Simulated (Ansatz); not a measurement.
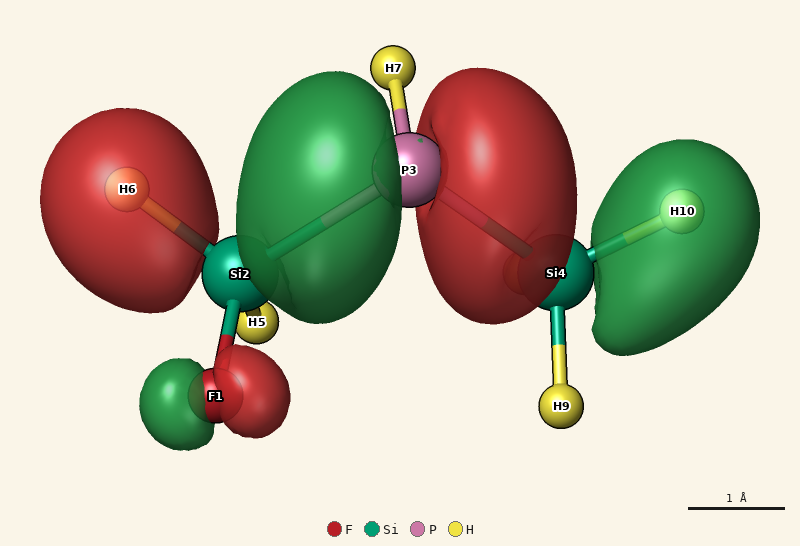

FH$_{6}$PSi$_{2}$ (SMILES F[SiH2]P[SiH3]). The HOMO−1 at ±0.1 Å⁻³ᐟ² (green and red are the two phases), seen across its widest extent.

Geometry: PBE0-D4/def2-TZVP.

Method: RKS PBE0-D4/def2-TZVPP (Ansatz).

Input file:

```
crystal:
  periodic: [false, false, false]
  atoms:
    - {symbol: F, position_ang: [-1.658695, 0.472306, 1.997380]}
    - {symbol: Si, position_ang: [-1.029045, 1.110825, 0.670047]}
    - {symbol: P, position_ang: [1.136821, 0.544894, 0.602251]}
    - {symbol: Si, position_ang: [0.852747, -1.356162, -0.575298]}
    - {symbol: H, position_ang: [-1.834524, 0.606448, -0.471516]}
    - {symbol: H, position_ang: [-1.140688, 2.587845, 0.760963]}
    - {symbol: H, position_ang: [1.362659, 1.362697, -0.540885]}
    - {symbol: H, position_ang: [0.054960, -1.158890, -1.813642]}
    - {symbol: H, position_ang: [0.151812, -2.321307, 0.309621]}
    - {symbol: H, position_ang: [2.187153, -1.899856, -0.936022]}
basis:
  gaussian: {orbitals: def2-TZVPP}
hamiltonian: {xc: pbe0, dispersion: d4}
output: {orbitals: {seedname: orbitals}}
```

Run with:

```sh
ansatz run in.yaml --threads 2 --pin off --events-out ev --progress --plain --max-ram 4352MiB
```

Describe this orbital and give its energy.

Its weight (Hirshfeld) is mainly on P3 (about 35 %), Si4 (about 20 %), Si2 (about 20 %), H6 (about 10 %) and H10 (about 10 %). Its energy is −8.71 eV.
